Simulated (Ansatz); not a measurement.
## Convergence study of the k-point mesh at a smearing width of 0.02 eV for Zr2Al3Zn (R3m, 6 atoms in the cell)

```xyz
6
Lattice="2.6400 1.5242 4.2262 -2.6400 1.5242 4.2262 0.0000 -3.0484 4.2262" Properties=species:S:1:pos:R:3 pbc="T T T"
Zr     0.0000     0.0000     7.9680
Zr     0.0000     0.0000     4.7607
Al    -1.3200     0.7621     2.1131
Al     0.0000    -1.5242     2.1131
Al     1.3200     0.7621     2.1131
Zn     0.0000     0.0000     0.0000
```

Level of theory: LDA (PW92), default PAW files made with PBE (plane waves; Ansatz, a first-principles code).

Base settings: basis.ecutwfc = 420 eV; kpoints.mp_grid.grid = 8 8 8; hamiltonian.xc = lda; hamiltonian.pseudopotentials = {kind: paw} (the program's default PAW files); scf.occupations.method = gaussian; scf.occupations.width = 0.1 eV.

In this ladder: scf.occupations.width = 0.02 eV.

Only quantities that move along the ladder and can be compared are tabulated.

The count of work is k-points × plane waves × bands × iterations; it is no time. 

The starting cell comes from a database of computed structures (which also holds hypothetical and non-ambient phases and stackings), without a prior relaxation at this level. Its lattice was rescaled by up to half a per cent. One atom was moved a little off its site on purpose. In the base run, with a pressure of about -3 GPa the cell is away from its equilibrium volume at this level. Ansatz's pressure includes its estimate of the finite-basis (Pulay) stress.

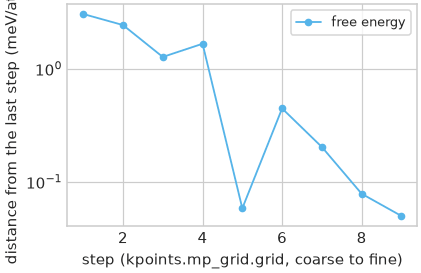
Figure: Distance from the last step along the ladder; very small values are drawn at a floor.

```csv
kpoints.mp_grid.grid,free energy less the last step's (meV/atom),pressure (GPa),largest difference of a force vector from the last step's (eV/Å),count of work / last
3 3 3,3.05,-3.63,0.023,0.010
4 4 4,2.43,-3.57,0.131,0.022
5 5 5,1.27,-3.34,0.048,0.029
6 6 6,1.66,-3.37,0.028,0.055
7 7 7,-0.06,-3.32,0.030,0.076
9 9 9,-0.45,-3.37,0.003,0.15
10 10 10,0.20,-3.37,0.011,0.20
12 12 12,0.08,-3.37,0.002,0.33
15 15 15,-0.04,-3.36,0.007,0.59
18 18 18,0.00,-3.37,0.000,1.0
```

Coarsest kpoints.mp_grid.grid that holds the forces within 0.02 eV/Å of the last step, with all finer ones: 9 9 9, at 0.15 of the last step's count of work; the step before is off by 0.030 eV/Å.

Coarsest kpoints.mp_grid.grid that holds the free energy within 2 meV/atom of the last step, with all finer ones: 5 5 5, at 0.029 of the last step's count of work; the step before is off by 2.4 meV/atom.

Coarsest kpoints.mp_grid.grid that holds the pressure within 0.1 GPa of the last step, with all finer ones: 5 5 5, at 0.029 of the last step's count of work; the step before is off by 0.20 GPa.

Keys are those of Ansatz 0.2.
